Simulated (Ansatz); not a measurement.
NiPtF6 (space group R-3)

```xyz
8
Lattice="2.4677 1.4247 4.5189 -2.4677 1.4247 4.5189 0.0000 -2.8494 4.5189" Properties=species:S:1:pos:R:3 pbc="T T T"
Ni     0.0000     0.0000     0.0000
Pt     0.0000     0.0000     6.7784
F      1.5943    -0.0723     7.9094
F     -1.5943     0.0723     5.6474
F     -0.7345     1.4169     7.9094
F      0.7345    -1.4169     5.6474
F     -0.8598    -1.3446     7.9094
F      0.8598     1.3446     5.6474
```

The volume is varied about the relaxed value V₀ at fixed cell shape. The atoms relax within the cell's symmetry.

All values below come from PBEsol (plane waves to 420 eV, PAW, scalar-relativistic; Ansatz, a first-principles code). k mesh 8×8×8 (Γ-centred), Fermi-Dirac smearing 0.05 eV. E stands for the smeared free energy. With the shape held, the modulus is that of even scaling; a crystal free to change shape is softer. NiPtF6 is run spin-polarised and with no Hubbard U. NiPtF6 was relaxed with its symmetry unable to fall. Relaxed NiPtF6 ends ferromagnetic. Spin-orbit coupling is left out, though Pt is heavy. Other magnetic orders were not checked, so this need not be the ground state. ΔE is measured from the relaxed starting cell.

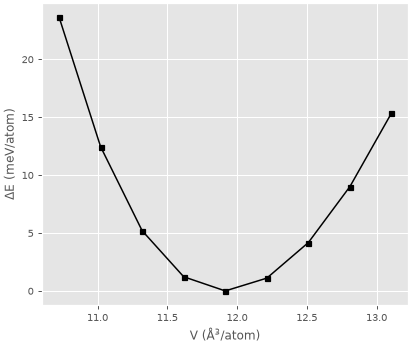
Fig. 1. ΔE (meV/atom) against V (Å³/atom); markers are the computed points, lines only join them.

The bulk modulus at fixed cell shape B₀ (third-order Birch-Murnaghan fit) is 50.7 GPa and the energy cost of the largest compression comes out as 23.7 meV/atom. The equilibrium volume of the fit is 11.91 Å³/atom and the energy cost of the largest expansion is 15.4 meV/atom. The pressure derivative B₀′ (fit) is 5.5.

Check by three points about V = 11.915 Å³/atom, step 0.298: d²E/dV² ≈ (1.2 − 2·0.0 + 1.1) meV / 0.298² = 0.0259 eV/Å⁶, and V·d²E/dV² × 160.2 = 49.5 GPa.

(Under strain, the slope of the energy per volume gives the stress and its curvature an elastic modulus.)
